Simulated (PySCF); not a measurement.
## A study: Fac-[MnF3(NH3)3]- (F₃H₉MnN₃, charge −1, sextet)

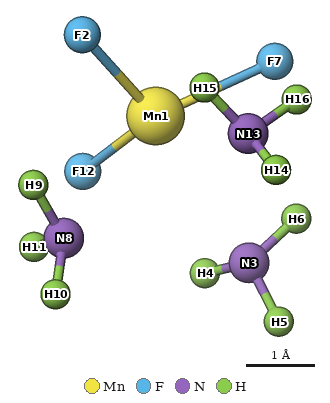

The molecule, with its atoms numbered as below. No frequency check shows the geometry to be a minimum.

Coordinates in Å:

```
Mn1      0.0014    0.0125   -0.4917
F2      -0.9005    1.7642   -0.9807
N3       0.8705   -1.6855    1.2935
H4       0.2883   -2.3515    0.7991
H5       1.0590   -2.0203    2.2285
H6       1.7385   -1.5975    0.7776
F7       1.9659   -0.0713   -1.0062
N8      -1.8902    0.0572    1.3165
H9      -2.1896    0.9089    0.8566
H10     -2.2690    0.0200    2.2529
H11     -2.2432   -0.7226    0.7726
F12     -1.0606   -1.6379   -1.0286
N13      1.0124    1.5494    1.3484
H14      1.1986    1.8082    2.3074
H15      0.5068    2.2912    0.8795
H16      1.8836    1.4081    0.8506
```

### 1. Bonding charge

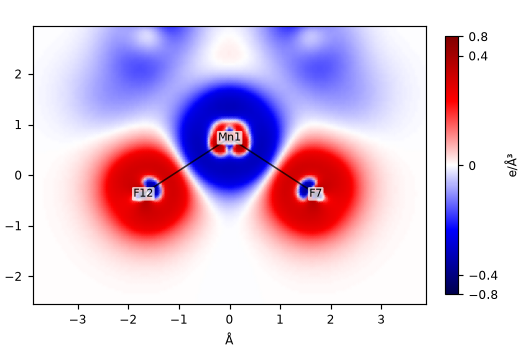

Deformation density (molecule less spherical, spin-averaged free atoms) in the plane of Mn1, F7 and F12; colour scale in e/Å³, logarithmic beyond ±0.1; red: gain, blue: loss.

Level of theory: r2SCAN/def2-SVPD (PySCF), at a geometry from GFN2-xTB. This is a single-reference result, which may miss multireference character in this system. The stability of the open-shell solution wasn't checked. GFN2-xTB doesn't know the spin state, so this open-shell geometry is rough.

**Describe the bonding that the map shows.**

Mn1–F7: −0.02 e/Å³ at the bond critical point (bond length 2.03 Å). Mn1–F12: −0.02 e/Å³ at the bond critical point (bond length 2.04 Å). In all, 3.9 electrons gather in the regions of gain relative to the promolecule of neutral atoms (this includes the anion's extra charge). A small or negative value marks a very polar bond, one between electron-rich atoms, whose free-atom densities already overlap strongly, a long bond to a heavier atom, or a closed-shell contact such as a hydrogen bond.

**Where do the Hirshfeld charges lie?**

The highest Hirshfeld charge is on Mn1 (+0.64 e), the lowest on F2 and F7 (−0.54 e).

```csv
atom,charge (e)
Mn1,+0.64
F2,−0.54
N3,−0.26
H4,+0.08
H5,+0.08
H6,+0.08
F7,−0.54
N8,−0.26
H9,+0.08
H10,+0.08
H11,+0.08
F12,−0.54
N13,−0.26
H14,+0.09
H15,+0.08
H16,+0.08
```

### 2. Bond critical points

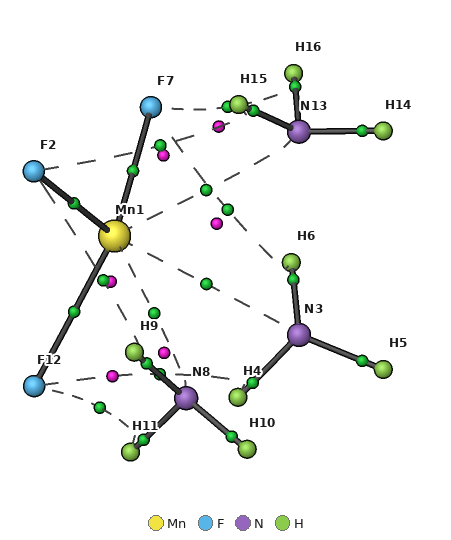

Molecular graph of the electron density (QTAIM): bond paths, bond critical points (green), ring points (magenta, if any); weak paths are dashed.

**How many critical points of each kind are there, and does the count close?**

16 nuclei, 21 bond, 6 ring and 0 cage critical points: 16 − 21 + 6 − 0 = 1, as the Poincaré–Hopf relation requires.

**Tabulate density, Laplacian, ellipticity and energy density at the bond critical points (atomic units).**

```
            bond  length (Å)  ρ (a.u.)  ∇²ρ (a.u.)     ε  H (a.u.)
         N13–H14       1.011     0.335       −1.51  0.04    −0.436
          N8–H10       1.011     0.335       −1.51  0.04    −0.436
           N3–H5       1.011     0.335       −1.51  0.04    −0.436
         N13–H15       1.013     0.333       −1.55  0.04    −0.440
           N8–H9       1.013     0.333       −1.55  0.04    −0.440
         N13–H16       1.013     0.333       −1.55  0.04    −0.440
           N3–H4       1.013     0.333       −1.55  0.04    −0.440
           N3–H6       1.014     0.333       −1.55  0.04    −0.440
          N8–H11       1.014     0.332       −1.55  0.04    −0.439
Mn1–F2 (2 alike)       2.030     0.066       +0.43  0.01    +0.006
         Mn1–F12       2.035     0.066       +0.43  0.01    +0.006
         Mn1–N13       2.602     0.022       +0.07  0.00     0.000
          Mn1–N3       2.613     0.021       +0.07  0.01     0.000
          Mn1–N8       2.617     0.021       +0.07  0.01     0.000
         H11–F12       2.341     0.013       +0.05  1.05     0.000
           H6–F7       2.359     0.013       +0.05  1.28     0.000
          F7–H16       2.375     0.013       +0.05  1.82    +0.001
          H4–F12       2.381     0.012       +0.04  1.64    +0.001
          F2–H15       2.391     0.012       +0.04  2.48    +0.001
           F2–H9       2.402     0.012       +0.04  2.28    +0.001
```

**What kind of interaction is H6–F7?**

On the border between closed-shell and intermediate: ρ = 0.013, ∇²ρ = +0.05, H = 0.000 a.u.

**Are there bond paths between atoms that aren't covalently bonded?**

Yes: Mn1–N13 (2.60 Å, ρ = 0.022); Mn1–N3 (2.61 Å, ρ = 0.021); Mn1–N8 (2.62 Å, ρ = 0.021); H11–F12 (2.34 Å, ρ = 0.013); H6–F7 (2.36 Å, ρ = 0.013).

### 3. Electrostatic potential

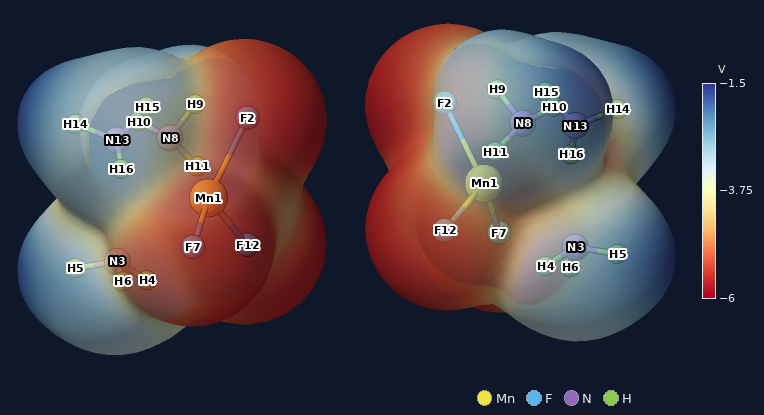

Electrostatic potential on the surface of electron density 0.001 a.u. (back view left, front view right).

**Where are the extremes of the potential on the surface?**

Highest: −1.66 V, 1.3 Å from H14, and at like points elsewhere. Further maxima include −4.29 V, 2.0 Å from Mn1. Lowest: −5.73 V, 1.8 Å from F2, and at like points elsewhere. Further minima include −4.99 V, near H14 (2.06 Å), N13 (2.07 Å), N3 (2.22 Å) and H5 (2.28 Å). The surface is sampled at points, so like sites can differ by a few per cent and only the strongest of them is named.

**What volume does the surface enclose?**

About 171 Å³.

### 4. Spin density

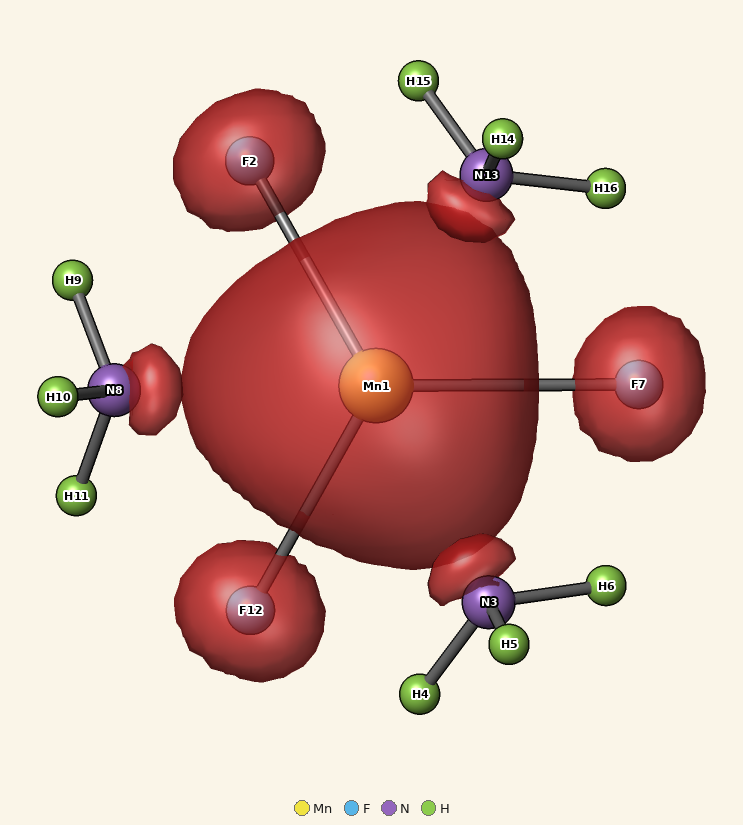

Spin density ρα − ρβ at ±0.02 e/Å³ (red: excess α, blue: excess β).

**Where is the unpaired spin?**

Hirshfeld spin populations: Mn1 +4.64, F2 and F7 +0.08 and F12 +0.08. ⟨S²⟩ = 8.76, as for a pure state.

### 5. In an electric field

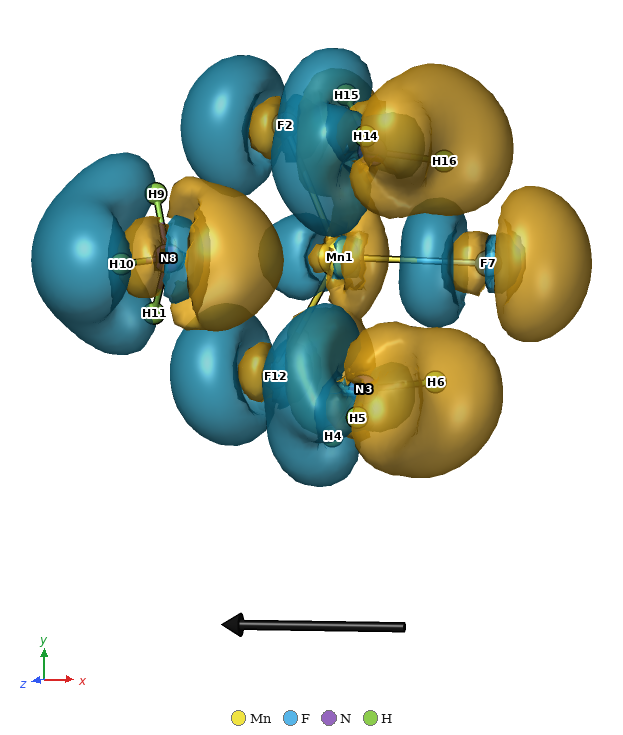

Change of the electron density in a uniform field of 0.15 V/Å along −x (arrow), surfaces at ±0.0008 e/Å³ (yellow: gain, teal: loss).

Method: r2SCAN/def2-SVPD; geometry: GFN2-xTB; program: PySCF. This is a single-reference result, which may miss multireference character in this system. For an anion such functionals hold the outermost electrons too loosely, so the response is rough. The stability of the open-shell solution wasn't checked. GFN2-xTB doesn't know the spin state, so this open-shell geometry is rough.

**How large is the response?**

The induced dipole is 0.61 D (along the field); α along this axis, from the fields in both directions, is 80 bohr³ (11.9 Å³).

**Which atoms gain and lose the most charge?**

Electrons gather most on F7 (Hirshfeld charge changes by −0.006 e) and leave H10 most (+0.004 e); 0.056 electrons are displaced in all.

The PySCF runs shown took 16 min and 24 min on 1 thread of Intel(R) Xeon(R) Processor @ 2.50GHz (Skylake/Cascade Lake), on a shared host.
